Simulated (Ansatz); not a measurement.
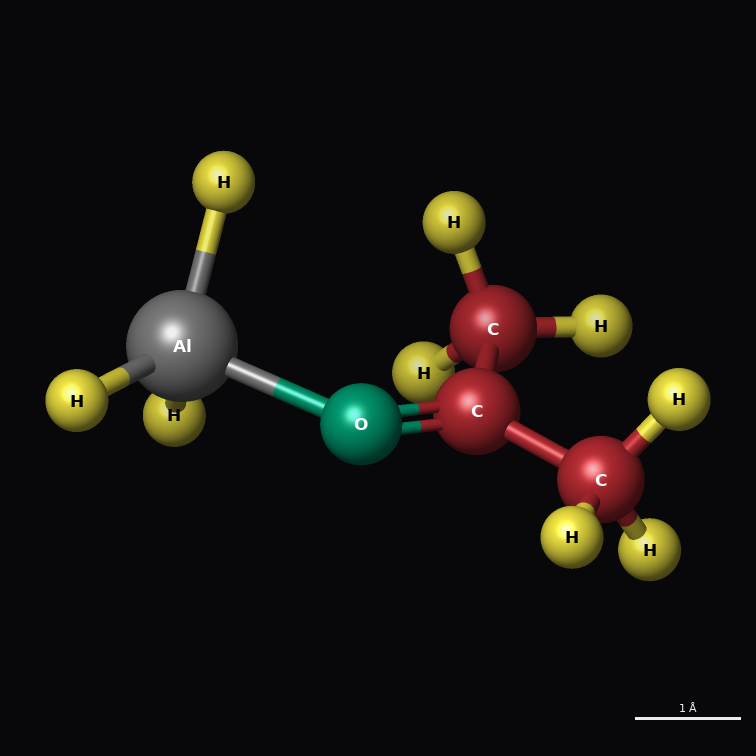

Description:

Formula C₃H₉AlO. SMILES: `CC(C)=[O+][AlH3-]`. Coordination: 2 C tetrahedral; 1 C trigonal planar; 1 O bent; 1 Al tetrahedral.

More results for the same structure follow; atom numbers are the same in all pictures, views and colours differ. The computed structure is the end point of a PBE0-D4/def2-TZVP optimisation.

### Shape

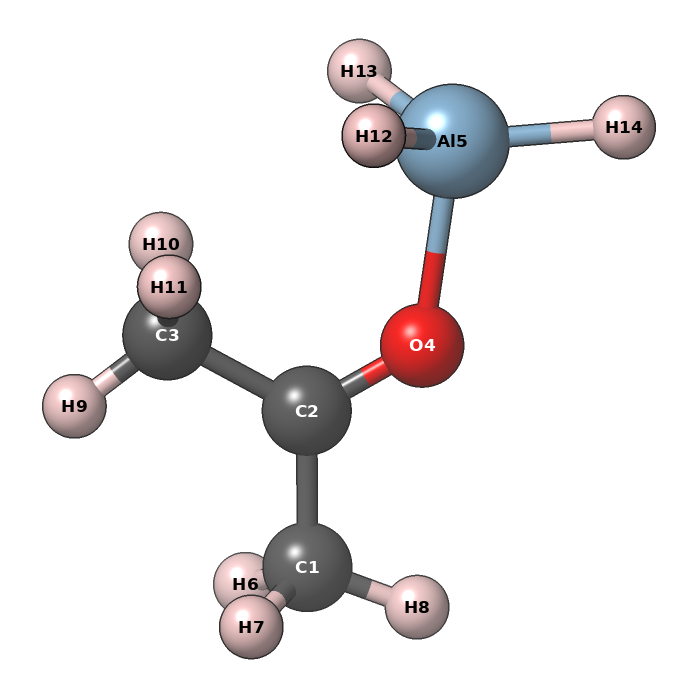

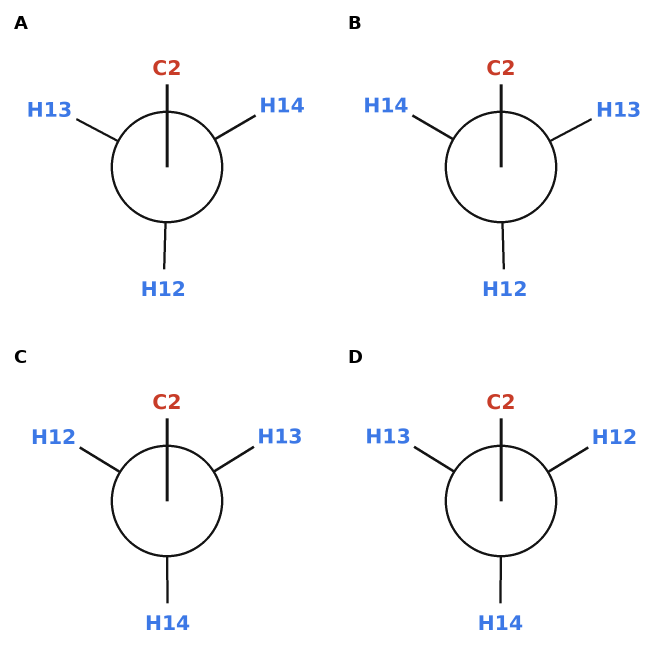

Atoms fade into the background with distance from the viewer. Bonds that would overlap in a projection are set slightly apart.

Which Newman projection shows the view along O4–Al5, with O4 in front?

Answer. D. The torsion angle C2–O4–Al5–H12 is 58°, synclinal (gauche).

### Electronic properties

Method: RKS revPBE-D4/def2-TZVPP (Ansatz 0.2.0).

Computed properties:

- HOMO energy (Kohn–Sham orbital): −5.97 eV
- LUMO energy (Kohn–Sham orbital): −3.03 eV
- HOMO–LUMO gap: 2.94 eV
- dispersion correction: −84.2 kJ/mol

### Dipole moment

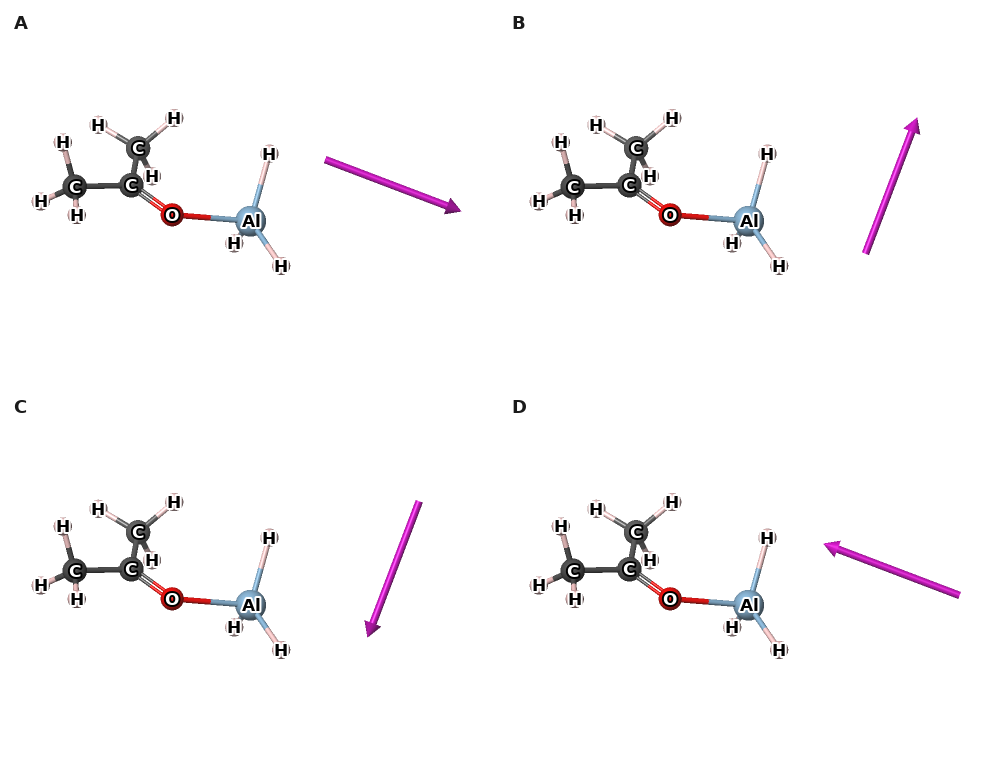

The same molecule four times, each with an arrow. Method: RKS ωB97M-V/def2-TZVPP (Ansatz 0.2.0).

Which arrow points along the dipole moment, from the negative to the positive end?

Answer. D. The dipole moment is 6.95 D.

### Vibrations

Harmonic vibrations computed with RKS PBE0-D4/def2-TZVP (Ansatz 0.2.0) at a stationary point of the same level.

How many vibrational modes are there, and where do they lie?

Answer. 36 modes: 101, 106, 157, 162, 164, 303, 407, 506, 507, 544, 585, 759, 772, 776, 837, 871, 962, 1077, 1111, 1282, 1375, 1388, 1443, 1447, 1462, 1473, 1733, 1809, 1835, 1896, 3039, 3053, 3097, 3116, 3174, 3184 cm⁻¹.
